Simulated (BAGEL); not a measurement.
# HF/3-21G (density fitting with qzvpp-jkfit) run of SiN2H4F− (SMILES N[Si-](N)F)

Aim: the energy change on altering one bond length of SiN2H4F− at HF/3-21G (density fitting with qzvpp-jkfit), from 2 runs. 

The calculation is run with BAGEL 1.2.2.

1 further run of the same task is left out (set aside as unsound or not needed). Runs told in other sessions of the task aren't counted.

### 1 The system as given

SiN2H4F−: 8 atoms, total charge -1, spin state singlet. As SMILES, `N[Si-](N)F`. The shape is that of a GFN2-xTB optimisation. This is one conformer, not always the lowest.

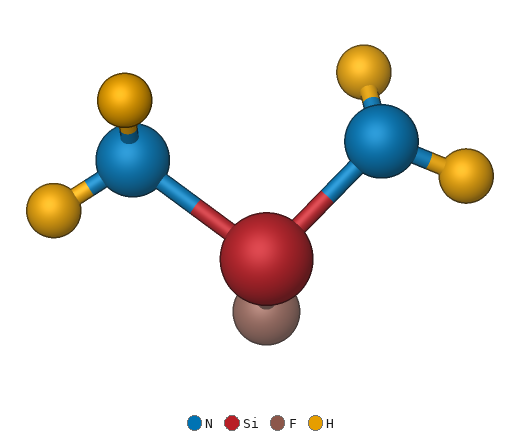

The structure, seen from a chosen angle (nitrogen blue, silicon red, fluorine brown, hydrogen amber).

### 2 A single-point energy at HF/3-21G (density fitting with qzvpp-jkfit)

File input.json:

```json
{ "bagel": [

{
  "title": "molecule",
  "basis": "3-21g",
  "df_basis": "qzvpp-jkfit",
  "angstrom": "true",
  "geometry": [
    { "atom": "N", "xyz": [      -0.281310,       1.373800,      -0.294860 ] },
    { "atom": "Si", "xyz": [       0.237770,      -0.229340,      -0.873310 ] },
    { "atom": "N", "xyz": [       0.642260,      -0.946060,       0.743850 ] },
    { "atom": "F", "xyz": [      -1.295860,      -1.066960,      -1.011040 ] },
    { "atom": "H", "xyz": [      -0.855770,       1.855070,      -0.977850 ] },
    { "atom": "H", "xyz": [      -0.796580,       1.361580,       0.585090 ] },
    { "atom": "H", "xyz": [       1.404730,      -0.438480,       1.179350 ] },
    { "atom": "H", "xyz": [       0.944750,      -1.909620,       0.648780 ] }
  ]
},

{ "title": "hf", "charge": -1 },

{ "title": "print", "file": "orbitals.molden", "orbitals": "true" }

]}
```

The run is started by

```sh
$ BAGEL_NUM_THREADS=1 BAGEL input.json > input.out
```

Standard output:

```text
* using 1 threads per process

  ===============================================================
  ===============================================================

  *** Geometry ***

  { "atom" : "N", "xyz" : [     -0.531599,      2.596106,     -0.557205 ] },
  { "atom" : "Si", "xyz" : [      0.449320,     -0.433390,     -1.650317 ] },
  { "atom" : "N", "xyz" : [      1.213696,     -1.787794,      1.405673 ] },
  { "atom" : "F", "xyz" : [     -2.448820,     -2.016262,     -1.910589 ] },
  { "atom" : "H", "xyz" : [     -1.617171,      3.505574,     -1.847869 ] },
  { "atom" : "H", "xyz" : [     -1.505318,      2.573013,      1.105660 ] },
  { "atom" : "H", "xyz" : [      2.654555,     -0.828607,      2.228649 ] },
  { "atom" : "H", "xyz" : [      1.785319,     -3.608659,      1.226017 ] },

  Number of auxiliary basis functions:      431

  Since a DF basis is specified, we compute 2- and 3-index integrals:
    o Being stored without compression. Storage requirement is 0.008 GB

  Number of basis functions:       48
  Number of electrons      :       41

    * METHOD: MOLECULE                             0.13

  *** RHF ***

  === Nuclear Repulsion ===
   169.4277109290

      * DIIS with orbital gradients will be used.

  === RHF iteration (3-21g) ===
      0       -496.71865592          0.03856439           0.03
      1       -496.92189768          0.01968140           0.02
      2       -496.98500795          0.00135141           0.02
      3       -496.98624894          0.00032263           0.02
      4       -496.98633043          0.00013383           0.02
      5       -496.98633794          0.00003467           0.02
      6       -496.98633862          0.00000800           0.02
      7       -496.98633868          0.00000238           0.02
      8       -496.98633869          0.00000073           0.02
      9       -496.98633869          0.00000027           0.02
     10       -496.98633869          0.00000008           0.02
     11       -496.98633869          0.00000003           0.02
     12       -496.98633869          0.00000001           0.02
     13       -496.98633869          0.00000000           0.02
    * SCF iteration converged.

    * Permanent dipole moment:
           (   -0.027524,    -0.224250,    -0.676341) a.u.

    * METHOD: HF                                   0.43

    * METHOD: PRINT                                0.01

  ===============================================================
```

It took 0.7 s on 1 thread of Arm Neoverse V1, shared host.

### 3 The distorted shape, same level

File calc.json:

```json
{ "bagel": [

{
  "title": "molecule",
  "basis": "3-21g",
  "df_basis": "qzvpp-jkfit",
  "angstrom": true,
  "geometry": [
    { "atom": "N", "xyz": [   -0.604891,    1.947157,   -1.588546 ] },
    { "atom": "Si", "xyz": [   -0.085811,    0.344017,   -2.166996 ] },
    { "atom": "N", "xyz": [    0.642260,   -0.946060,    0.743850 ] },
    { "atom": "F", "xyz": [   -1.619441,   -0.493603,   -2.304726 ] },
    { "atom": "H", "xyz": [   -1.179351,    2.428427,   -2.271536 ] },
    { "atom": "H", "xyz": [   -1.120161,    1.934937,   -0.708596 ] },
    { "atom": "H", "xyz": [    1.404730,   -0.438480,    1.179350 ] },
    { "atom": "H", "xyz": [    0.944750,   -1.909620,    0.648780 ] }
  ]
},
{ "title": "hf", "charge": -1 },
{ "title": "print", "file": "orbitals.molden", "orbitals": true }

]}
```

The run is started by

```sh
$ BAGEL_NUM_THREADS=1 BAGEL calc.json > calc.out
```

Standard output:

```text
* using 1 threads per process

  ===============================================================
  ===============================================================

  *** Geometry ***

  { "atom" : "N", "xyz" : [     -1.143078,      3.679593,     -3.001917 ] },
  { "atom" : "Si", "xyz" : [     -0.162159,      0.650098,     -4.095029 ] },
  { "atom" : "N", "xyz" : [      1.213696,     -1.787794,      1.405673 ] },
  { "atom" : "F", "xyz" : [     -3.060300,     -0.932774,     -4.355301 ] },
  { "atom" : "H", "xyz" : [     -2.228650,      4.589062,     -4.292581 ] },
  { "atom" : "H", "xyz" : [     -2.116798,      3.656501,     -1.339052 ] },
  { "atom" : "H", "xyz" : [      2.654555,     -0.828607,      2.228649 ] },
  { "atom" : "H", "xyz" : [      1.785319,     -3.608659,      1.226017 ] },

  Number of auxiliary basis functions:      431

  Since a DF basis is specified, we compute 2- and 3-index integrals:
    o Being stored without compression. Storage requirement is 0.008 GB

  Number of basis functions:       48
  Number of electrons      :       41

    * METHOD: MOLECULE                             0.13

  *** RHF ***

  === Nuclear Repulsion ===
   145.2530575891

      * DIIS with orbital gradients will be used.

  === RHF iteration (3-21g) ===
      0       -496.49225478          0.04357838           0.03
      1       -496.67489748          0.03025636           0.03
      2       -496.84944742          0.00435765           0.03
      3       -496.85415472          0.00127703           0.03
      4       -496.85493192          0.00037615           0.03
      5       -496.85509769          0.00011123           0.03
      6       -496.85510965          0.00004618           0.02
      7       -496.85511096          0.00002256           0.02
      8       -496.85511138          0.00000932           0.03
      9       -496.85511145          0.00000399           0.03
     10       -496.85511147          0.00000197           0.03
     11       -496.85511147          0.00000068           0.03
     12       -496.85511147          0.00000030           0.03
     13       -496.85511147          0.00000011           0.03
     14       -496.85511147          0.00000006           0.03
     15       -496.85511147          0.00000002           0.03
     16       -496.85511147          0.00000001           0.03
     17       -496.85511147          0.00000000           0.02
    * SCF iteration converged.

    * Permanent dipole moment:
           (    0.843009,    -1.457447,     1.682636) a.u.

    * METHOD: HF                                   0.55

    * METHOD: PRINT                                0.01

  ===============================================================
```

Run time: 0.82 s. Hardware: 1 thread of Arm Neoverse V1, shared host.

### 4 Summary of results

Level: HF/3-21G (density fitting with qzvpp-jkfit).

| quantity | value |
| --- | --- |
| first shape: total energy | -496.98634 Eh |
| first shape: HOMO energy | -1.32 eV |
| first shape: LUMO energy | 11.11 eV |
| first shape: HOMO–LUMO gap (to an unbound level, set by the basis) | 12.43 eV |
| distorted shape: total energy | -496.85511 Eh |
| distorted shape: HOMO energy | -1.32 eV |
| distorted shape: LUMO energy | 6.96 eV |
| distorted shape: HOMO–LUMO gap (to an unbound level, set by the basis) | 8.28 eV |
| energy change with the Si2–N3 bond stretched from 1.815 to 3.266 Å | 3.571 eV |

What this shows: With the Si2–N3 bond stretched from 1.815 to 3.266 Å the energy rises by 3.57 eV (345 kJ/mol). The first shape isn't relaxed at this level, so the change isn't measured from a minimum.
